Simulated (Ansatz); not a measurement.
**Run report: Si2H7F, nudged elastic band (part 2 of 2)**

Continued. System: Si2H7F. Method: RHF/cc-pVDZ (Ansatz 0.2.0). It belongs to a series of runs on one base structure; here: band between the two ends.

Geometry of the input (Å):
```
Si 1.1077  -0.0316  -0.3096
H  1.6414  0.1319  1.0594
F  2.3668  0.0500  -1.3500
H  0.1702  1.0598  -0.6505
H  0.4672  -1.3535  -0.4788
Si -3.5097  0.0290  1.5146
H  -3.7716  -0.7431  0.2721
H  -4.2993  -0.5422  2.6361
H  -3.8867  1.4510  1.3069
H  -2.0604  -0.0515  1.8440
```

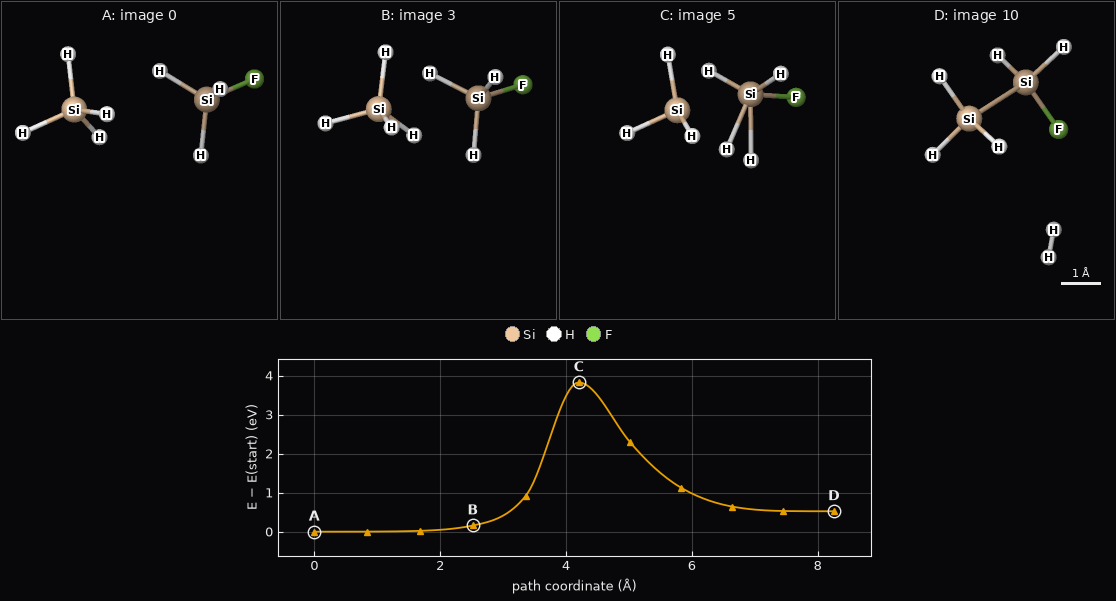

**Figure 1.** Images of the last band (counted from 0; ball-and-stick, seen at a tilt) above the energy along the path; the line is a cubic interpolation that uses the forces. The highest image is number 5, 3.824 eV above the start and 3.301 eV above the end (the climbing image); the end lies 0.523 eV above the start. The path is 8.26 Å long. The band converged in 35 iterations.

```
Total energy: -18538.16781397 eV, -681.2651015419 hartree
Atom 0 at    -0.119953    -0.102895    -0.027265 Å, force    -0.000160     0.003228    -0.000046 eV/Å
Atom 1 at     0.347739     0.386327     1.547406 Å, force     0.000081     0.001318    -0.001183 eV/Å
Atom 2 at     1.505080    -0.079641    -0.350261 Å, force     0.001308    -0.002455     0.000011 eV/Å
Atom 3 at    -0.558613     1.010110    -0.879337 Å, force    -0.001396    -0.001562     0.002933 eV/Å
Atom 4 at    -0.376427    -1.545053    -0.131761 Å, force     0.001155    -0.000972    -0.001575 eV/Å
Atom 5 at    -2.592472     0.018541     0.991957 Å, force    -0.000427     0.001472    -0.000721 eV/Å
Atom 6 at    -3.300706    -0.394190    -0.257971 Å, force     0.000537    -0.000043     0.000204 eV/Å
Atom 7 at    -2.964131    -0.957212     2.062694 Å, force    -0.000012    -0.000712     0.000657 eV/Å
Atom 8 at    -3.127752     1.356793     1.391205 Å, force    -0.000282     0.000117    -0.000229 eV/Å
Atom 9 at    -0.587062     0.307223     1.497433 Å, force    -0.000805    -0.000390    -0.000051 eV/Å
Dipole moment:    -0.061875     0.040253     0.155335 e Å
this run last wrote the band of iteration 35 to [file]
```

## The last band as extended XYZ (Å, eV, eV/Å)
```
10
Properties=species:S:1:pos:R:3:forces:R:3 image=0 energy=-18541.99222
Si    1.1077   -0.0316   -0.3096   -0.0099  -0.0019   0.0040
H     1.6414    0.1319    1.0594   -0.0026  -0.0001  -0.0030
F     2.3668    0.0500   -1.3500    0.0063   0.0001  -0.0037
H     0.1702    1.0598   -0.6505    0.0027   0.0002   0.0017
H     0.4672   -1.3535   -0.4788    0.0032   0.0015   0.0021
Si   -3.5097    0.0290    1.5146    0.0081  -0.0039   0.0048
H    -3.7716   -0.7431    0.2721   -0.0021   0.0024   0.0058
H    -4.2993   -0.5422    2.6361    0.0026   0.0043  -0.0089
H    -3.8867    1.4510    1.3069   -0.0012  -0.0040   0.0026
H    -2.0604   -0.0515    1.8440   -0.0069   0.0014  -0.0054
10
Properties=species:S:1:pos:R:3:forces:R:3 image=1 energy=-18541.99053
Si    0.9061   -0.0514   -0.2512    0.0037  -0.0001  -0.0021
H     1.3388    0.2528    1.1290    0.0034   0.0002  -0.0010
F     2.2384   -0.0710   -1.1997    0.0016   0.0000  -0.0007
H     0.0007    0.9965   -0.7695    0.0024  -0.0004  -0.0007
H     0.2757   -1.3862   -0.3319    0.0030  -0.0002  -0.0005
Si   -3.3121    0.0519    1.4536   -0.0014   0.0003  -0.0005
H    -3.5120   -0.5606    0.1148   -0.0022  -0.0011   0.0006
H    -4.0271   -0.7454    2.4822   -0.0035   0.0020   0.0009
H    -3.8247    1.4457    1.4468   -0.0049   0.0006   0.0038
H    -1.8581    0.0676    1.7701   -0.0020  -0.0012   0.0003
10
Properties=species:S:1:pos:R:3:forces:R:3 image=2 energy=-18541.97034
Si    0.6952   -0.0735   -0.1731    0.0167  -0.0010  -0.0072
H     1.0921    0.3439    1.1875    0.0221  -0.0010  -0.0080
F     2.0545   -0.1942   -1.0743    0.0140  -0.0017  -0.0130
H    -0.1775    0.9366   -0.8095    0.0150  -0.0001  -0.0033
H     0.0458   -1.4017   -0.1587    0.0168  -0.0002  -0.0042
Si   -3.1053    0.0771    1.3740   -0.0137   0.0017   0.0047
H    -3.2583   -0.3893   -0.0280   -0.0061  -0.0021   0.0049
H    -3.7155   -0.9072    2.3023   -0.0243   0.0065   0.0046
H    -3.7476    1.4056    1.5337   -0.0263  -0.0009   0.0106
H    -1.6577    0.2027    1.6902   -0.0142  -0.0014   0.0109
10
Properties=species:S:1:pos:R:3:forces:R:3 image=3 energy=-18541.83366
Si    0.4622   -0.0764   -0.0716    0.1114  -0.0031  -0.0390
H     0.7803    0.3816    1.2943    0.1139  -0.0038  -0.0425
F     1.8797   -0.2140   -0.8723    0.0772  -0.0274  -0.1042
H    -0.3715    0.9054   -0.8009    0.0742  -0.0032   0.0080
H    -0.1829   -1.4086   -0.0685    0.0730   0.0177  -0.0001
Si   -2.8857    0.0793    1.2671   -0.0916   0.0080   0.0491
H    -3.1388   -0.3762   -0.1235    0.0066   0.0085   0.0258
H    -3.3516   -0.9443    2.2316   -0.1297   0.0026   0.0316
H    -3.5317    1.3923    1.4991   -0.1296  -0.0024   0.0328
H    -1.4342    0.2609    1.4889   -0.1054   0.0031   0.0386
10
Properties=species:S:1:pos:R:3:forces:R:3 image=4 energy=-18541.07054
Si    0.1937   -0.0654    0.0213    0.9005   0.1245   0.1525
H     0.4976    0.3990    1.4009    0.4052  -0.0728  -0.3460
F     1.6895   -0.1400   -0.6098    0.5374  -0.1706  -0.6644
H    -0.5543    0.9126   -0.8209    0.0737  -0.1812   0.2576
H    -0.3567   -1.4491   -0.0648    0.0362   0.3012   0.0945
Si   -2.6618    0.0551    1.1444   -0.1906   0.1074   0.3925
H    -3.1513   -0.4091   -0.1883    0.4285   0.0716   0.1132
H    -3.0308   -0.9525    2.1578   -0.2507  -0.0504   0.1529
H    -3.2257    1.3925    1.4126   -0.2620   0.0912   0.1078
H    -1.1743    0.2569    1.3909   -1.6784  -0.2210  -0.2606
10
Properties=species:S:1:pos:R:3:forces:R:3 image=5 energy=-18538.16781
Si   -0.1200   -0.1029   -0.0273   -0.0002   0.0032   0.0000
H     0.3477    0.3863    1.5474    0.0001   0.0013  -0.0012
F     1.5051   -0.0796   -0.3503    0.0013  -0.0025   0.0000
H    -0.5586    1.0101   -0.8793   -0.0014  -0.0016   0.0029
H    -0.3764   -1.5451   -0.1318    0.0012  -0.0010  -0.0016
Si   -2.5925    0.0185    0.9920   -0.0004   0.0015  -0.0007
H    -3.3007   -0.3942   -0.2580    0.0005   0.0000   0.0002
H    -2.9641   -0.9572    2.0627    0.0000  -0.0007   0.0007
H    -3.1278    1.3568    1.3912   -0.0003   0.0001  -0.0002
H    -0.5871    0.3072    1.4974   -0.0008  -0.0004  -0.0001
10
Properties=species:S:1:pos:R:3:forces:R:3 image=6 energy=-18539.69176
Si   -0.3489   -0.1458   -0.1658   -0.6187  -0.1408  -0.3983
H     0.4138    0.4108    1.8604    0.2154   0.1735   0.6405
F     1.3073   -0.0144   -0.0186   -0.5127   0.1403   0.6515
H    -0.5442    0.9818   -1.0898   -0.0768  -0.1700  -0.6361
H    -0.4013   -1.5940   -0.4204   -0.0724  -0.1605  -0.6334
Si   -2.5685   -0.0005    0.8753    0.0790  -0.0449  -0.1973
H    -3.3429   -0.3560   -0.3467   -0.1504  -0.0219  -0.0548
H    -2.9134   -0.9840    1.9492    0.2352   0.0155  -0.0860
H    -3.0410    1.3352    1.3561    0.2330  -0.0258  -0.0731
H    -0.3351    0.3670    1.8444    0.6682   0.2346   0.7871
10
Properties=species:S:1:pos:R:3:forces:R:3 image=7 energy=-18540.86266
Si   -0.4339   -0.1713   -0.3293   -0.1204  -0.0596  -0.2094
H     0.4377    0.4601    2.1597    0.0545   0.0773   0.3197
F     1.1106    0.0499    0.2059   -0.2399   0.0411   0.2261
H    -0.5540    0.8808   -1.3587   -0.0345  -0.1634  -0.3559
H    -0.4092   -1.5825   -0.7649   -0.0383  -0.0157  -0.3891
Si   -2.5293   -0.0228    0.8088    0.0498  -0.0093  -0.0535
H    -3.3897   -0.3498   -0.3674   -0.0754   0.0018   0.0228
H    -2.7895   -1.0286    1.8746    0.1657  -0.0064  -0.0345
H    -2.9250    1.3164    1.3231    0.1615   0.0123  -0.0376
H    -0.2922    0.4477    2.2924    0.0771   0.1219   0.5114
10
Properties=species:S:1:pos:R:3:forces:R:3 image=8 energy=-18541.34776
Si   -0.4879   -0.2004   -0.5160   -0.0257  -0.0180  -0.0741
H     0.3651    0.5092    2.4010   -0.0237   0.0176   0.0883
F     0.9212    0.0865    0.2827   -0.0693   0.0020   0.0277
H    -0.5386    0.8032   -1.6034    0.0068  -0.0386  -0.0974
H    -0.3704   -1.5772   -1.0481    0.0065  -0.0058  -0.1040
Si   -2.5011   -0.0525    0.7304    0.0106  -0.0070  -0.0270
H    -3.5277   -0.3539   -0.3090   -0.0555   0.0029   0.0272
H    -2.6095   -1.0632    1.8145    0.0672  -0.0008  -0.0162
H    -2.7661    1.3003    1.2851    0.0665   0.0045  -0.0179
H    -0.2592    0.5480    2.8069    0.0167   0.0432   0.1933
10
Properties=species:S:1:pos:R:3:forces:R:3 image=9 energy=-18541.46237
Si   -0.5551   -0.2389   -0.6822   -0.0032  -0.0015  -0.0049
H     0.3543    0.5485    2.7013   -0.0004   0.0020   0.0119
F     0.7500    0.1035    0.2607   -0.0052  -0.0007  -0.0003
H    -0.5425    0.7331   -1.8014    0.0002  -0.0017  -0.0069
H    -0.3570   -1.6106   -1.2082   -0.0004  -0.0010  -0.0080
Si   -2.5305   -0.0653    0.6150   -0.0018  -0.0018  -0.0066
H    -3.6870   -0.3547   -0.2777   -0.0068  -0.0001   0.0016
H    -2.5147   -1.0520    1.7261    0.0039  -0.0005  -0.0040
H    -2.6726    1.3075    1.1664    0.0042  -0.0009  -0.0037
H    -0.0193    0.6289    3.3441    0.0094   0.0061   0.0209
10
Properties=species:S:1:pos:R:3:forces:R:3 image=10 energy=-18541.46906
Si   -0.6160   -0.2600   -0.6937   -0.0171   0.0001  -0.0023
H     0.6130    0.6127    2.9110   -0.0010   0.0013   0.0078
F     0.6133    0.0792    0.3465    0.0115   0.0031   0.0075
H    -0.5266    0.7176   -1.8043    0.0021   0.0045  -0.0022
H    -0.3780   -1.6268   -1.2149    0.0021  -0.0078  -0.0020
Si   -2.6628   -0.0922    0.4866    0.0060  -0.0159  -0.0016
H    -3.7802   -0.3937   -0.4503    0.0002   0.0005  -0.0005
H    -2.6874   -1.0692    1.6069   -0.0015   0.0024  -0.0031
H    -2.8308    1.2837    1.0215   -0.0042   0.0130   0.0048
H     0.4811    0.7488    3.6350    0.0018  -0.0012  -0.0086
```

## Results in brief

| quantity | value |
| --- | --- |
| outcome | converged |
| barrier, forward | 3.824 eV |
| barrier, backward | 3.301 eV |
| hardware | 1 thread of Intel Xeon (Granite Rapids), 32 GiB of memory available, shared host |
| wall time | 4.7 min |
| peak memory | 0.18 GiB |

The order of the saddle point was not checked.
